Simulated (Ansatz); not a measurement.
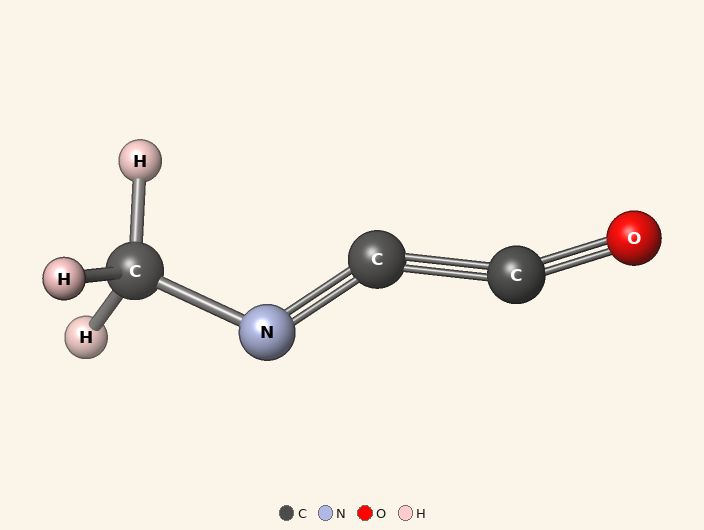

Orthographic view. Distant atoms are faded towards the background colour. Computed geometry: PBE-D4/def2-SVP optimisation. No frequency run is at hand to confirm it as a minimum.

> Give the standard InChI.

InChI=1S/C3H3NO/c1-4-2-3-5/h1H3
